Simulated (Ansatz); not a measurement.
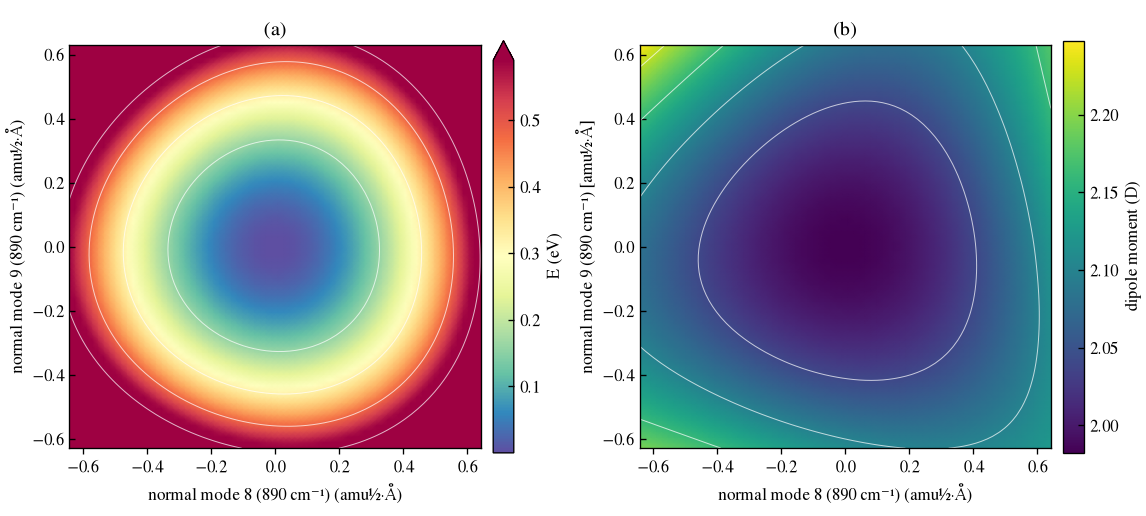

ClH3SiZn, SMILES [SiH3][Zn][Cl]. 
- Coordinates scanned: (1) normal mode 8 (890 cm⁻¹); (2) normal mode 9 (890 cm⁻¹).
- Nothing is relaxed (straight displacements along the two mass-weighted modes).
- The scan uses a 15 × 15 grid.
- Points are written as (first, second).
- Energies: eV, counted from the lowest grid point.
- Level of theory: RKS SPW92 (LDA)/def2-TZVP in Ansatz.

Panel (a) is the energy and panel (b) the computed dipole moment on the same grid.

Drawn: a smooth colour map with a few white contour lines, one colour for all values above the top of the scale. Between grid points the surface is interpolated.

How does the dipole moment vary over the map, and what is it at the lowest grid point?

Answer. Leaving out the highest fifth of the energies, it runs from 1.98 D at (0.000 amu½·Å, 0.000 amu½·Å) to 2.13 D at (−0.183 amu½·Å, −0.629 amu½·Å). At the lowest grid point, (0.000 amu½·Å, 0.000 amu½·Å), it is 1.98 D.

```
normal mode 9 (890 cm⁻¹) ↓, normal mode 8 (890 cm⁻¹) →  −0.642  −0.550  −0.459  −0.367  −0.275  −0.183  −0.092  0.000  0.092  0.183  0.275  0.367  0.459  0.550  0.642
                                                 0.629    2.25    2.22    2.18    2.16    2.13    2.11    2.09   2.08   2.08   2.08   2.09   2.10   2.12   2.15   2.18
                                                 0.539    2.21    2.18    2.15    2.13    2.10    2.08    2.07   2.06   2.06   2.06   2.07   2.09   2.11   2.14   2.17
                                                 0.449    2.18    2.15    2.12    2.10    2.08    2.06    2.05   2.04   2.04   2.04   2.06   2.07   2.10   2.13   2.16
                                                 0.359    2.15    2.12    2.10    2.07    2.05    2.04    2.03   2.02   2.02   2.03   2.04   2.06   2.09   2.12   2.15
                                                 0.270    2.13    2.10    2.08    2.05    2.03    2.02    2.01   2.00   2.01   2.01   2.03   2.05   2.08   2.11   2.14
                                                 0.180    2.10    2.08    2.06    2.04    2.02    2.01    2.00   1.99   2.00   2.00   2.02   2.04   2.07   2.10   2.13
                                                 0.090    2.09    2.07    2.05    2.03    2.01    2.00    1.99   1.98   1.99   2.00   2.01   2.03   2.06   2.09   2.13
                                                 0.000    2.08    2.06    2.04    2.02    2.01    1.99    1.99   1.98   1.99   1.99   2.01   2.03   2.06   2.09   2.12
                                                −0.090    2.08    2.06    2.04    2.02    2.01    2.00    1.99   1.99   1.99   2.00   2.01   2.03   2.05   2.08   2.12
                                                −0.180    2.08    2.07    2.05    2.03    2.02    2.00    2.00   1.99   2.00   2.00   2.02   2.03   2.06   2.08   2.11
                                                −0.270    2.09    2.08    2.06    2.04    2.03    2.02    2.01   2.01   2.01   2.01   2.02   2.04   2.06   2.08   2.11
                                                −0.359    2.11    2.10    2.08    2.06    2.05    2.04    2.03   2.03   2.03   2.03   2.04   2.05   2.07   2.09   2.11
                                                −0.449    2.13    2.12    2.10    2.09    2.08    2.07    2.06   2.05   2.05   2.05   2.06   2.07   2.08   2.10   2.11
                                                −0.539    2.16    2.15    2.13    2.12    2.11    2.10    2.09   2.08   2.07   2.07   2.08   2.08   2.09   2.10   2.12
                                                −0.629    2.19    2.18    2.17    2.16    2.14    2.13    2.12   2.11   2.10   2.10   2.10   2.10   2.11   2.11   2.12
```
